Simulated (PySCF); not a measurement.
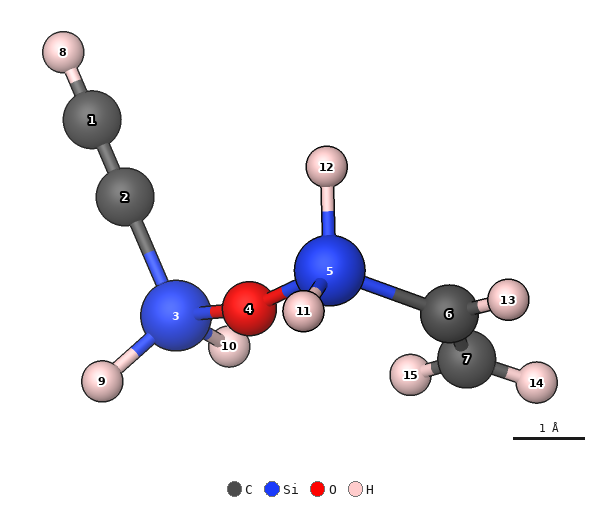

**Figure 1.** The input geometry (ball-and-stick view, seen at an oblique angle; atoms are numbered from 1 in the order of the input).

## C₄H₈OSi₂: excited-state calculation

- system: C₄H₈OSi₂
- method: TDDFT PBE0/def2-SVPD, vertical, gas phase, core orbitals frozen in the response (PySCF 2.14.0)

The geometry comes from this level: GFN2-xTB.

**The program's output**
```
coarse grid: 13640 points
cycle   1  E = -810.3273089284  dE =  6.763e-01  |g| = 7.863e-01  |ddm| = 8.204e+00
cycle   2  E = -810.1452639445  dE =  1.820e-01  |g| = 1.234e+00  |ddm| = 2.893e+00
cycle   3  E = -810.4499783785  dE = -3.047e-01  |g| = 1.466e-01  |ddm| = 1.643e+00
cycle   4  E = -810.4545667147  dE = -4.588e-03  |g| = 5.373e-02  |ddm| = 3.060e-01
cycle   5  E = -810.4550212145  dE = -4.545e-04  |g| = 3.721e-02  |ddm| = 1.119e-01
cycle   6  E = -810.4553727851  dE = -3.516e-04  |g| = 3.430e-03  |ddm| = 4.596e-02
cycle   7  E = -810.4553757231  dE = -2.938e-06  |g| = 1.254e-03  |ddm| = 9.123e-03
final grid: 122872 points
cycle   8  E = -810.5683073686  dE = -1.817e-05  |g| = 8.447e-03  |ddm| = 1.158e-01
cycle   9  E = -810.5682899983  dE =  1.737e-05  |g| = 1.252e-02  |ddm| = 2.634e-02
cycle  10  E = -810.5683236129  dE = -3.361e-05  |g| = 1.328e-03  |ddm| = 1.533e-02
cycle  11  E = -810.5683240349  dE = -4.220e-07  |g| = 1.830e-04  |ddm| = 1.939e-03
cycle  12  E = -810.5683240375  dE = -2.623e-09  |g| = 1.680e-04  |ddm| = 5.311e-04
cycle  13  E = -810.5683240447  dE = -7.128e-09  |g| = 2.760e-05  |ddm| = 2.238e-04
cycle  14  E = -810.5683240448  dE = -1.614e-10  |g| = 1.374e-05  |ddm| = 6.505e-05
```

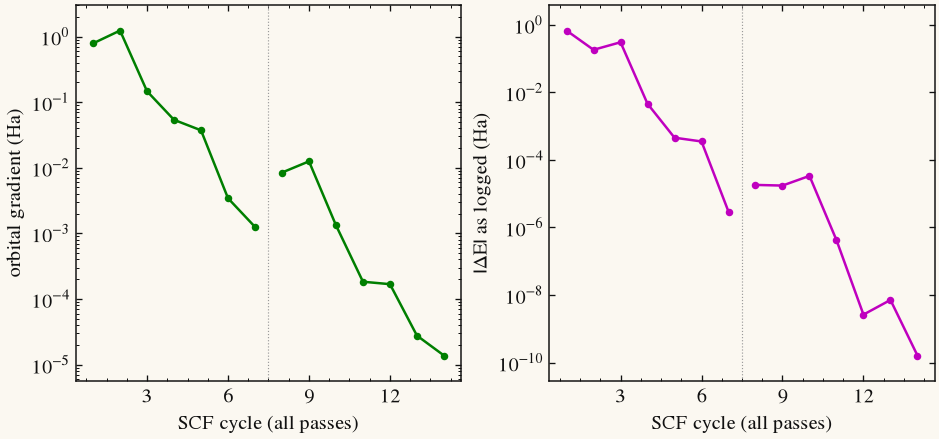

**Figure 2.** Convergence of the self-consistent field: orbital gradient and size of the energy change against the SCF cycle. The dotted line marks the change from a coarse to the final integration grid. The first 7 cycles use a coarse grid, the final grid takes over at cycle 8, and the field converges after 14 cycles in all.

```
converged SCF energy = -810.5683240448

Static polarisability (au): isotropic 97.331, principal 82.975 93.817 115.202

Singlet excitations
state   eV       nm        f      main configurations
  1   5.9725    207.6   0.00031   H-1->L 0.63, H-3->L 0.12
  2   6.3545    195.1   0.00459   H-2->L 0.44, H-1->L+2 0.28
  3   6.4892    191.1   0.00297   H-3->L+1 0.25, H-1->L+1 0.21, H-2->L+2 0.10
  4   6.5062    190.6   0.00041   H-2->L+2 0.56, H-3->L+2 0.12, H-1->L+1 0.09
  5   6.5533    189.2   0.00249   H->L 0.75
  6   6.8331    181.4   0.00359   H-3->L 0.48, H-1->L 0.17, H-3->L+1 0.09

Triplet excitations (Tamm-Dancoff, eV): 4.3022 4.9524
```

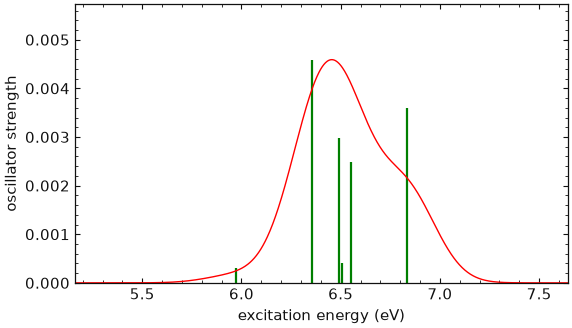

**Figure 3.** Computed excitations as sticks (degenerate states added up, dark ones marked on the axis), with a Gaussian envelope of 0.35 eV full width at half maximum, scaled to the tallest. Of the 6 states the lowest lies at 5.97 eV (f = 0.000); the strongest line is at 6.35 eV, or 195 nm (f = 0.005).

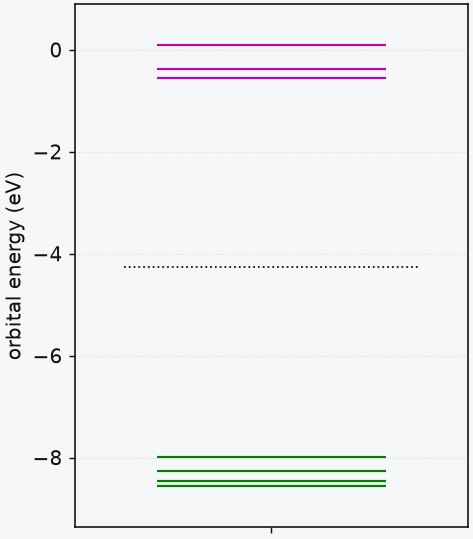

**Figure 4.** Orbital energies near the frontier; the dotted line parts filled from empty levels, and levels within 0.02 eV of each other stand side by side. Highest filled −7.98 eV, lowest empty −0.54 eV, 7.44 eV apart.

This output came from the following input.

**Input**
```
{"job": {"kind": "uv", "xc": "PBE0", "basis": "def2-SVPD", "nstates": 6, "ntriplets": 2}, "charge": 0, "multiplicity": 1}
C      3.723537     0.192789     0.925519
C      2.626473    -0.277650     1.067495
Si     0.933648    -1.000697     1.280441
O      0.107019    -0.835648    -0.102983
Si    -0.470782    -0.234635    -1.492003
C     -2.053106     0.725270    -1.147070
C     -2.536161     0.996696     0.055365
H      4.684468     0.603908     0.800847
H      1.017627    -2.442695     1.507867
H      0.224079    -0.256109     2.323701
H     -0.732193    -1.411778    -2.322161
H      0.549223     0.647255    -2.064578
H     -2.599795     1.082202    -2.012382
H     -3.447402     1.556071     0.210148
H     -2.031050     0.663013     0.947880
```

The first line tells a small driver script what to run in PySCF; the rest is the geometry in Å.

Launched with:
```bash
OMP_NUM_THREADS=1 python <driver script> task.json out
```

**Results in brief**

| quantity | value |
| --- | --- |
| outcome | converged |
| total energy | −810.568324 hartree |
| HOMO | −7.98 eV |
| LUMO | −0.54 eV |
| dipole moment | 0.65 D |
| mean polarisability | 97.33 a.u. |
| lowest singlet excitation | 5.97 eV |
| hardware | 1 CPU thread, shared host |
| wall time | 80 s |
| peak memory | 0.88 GiB |
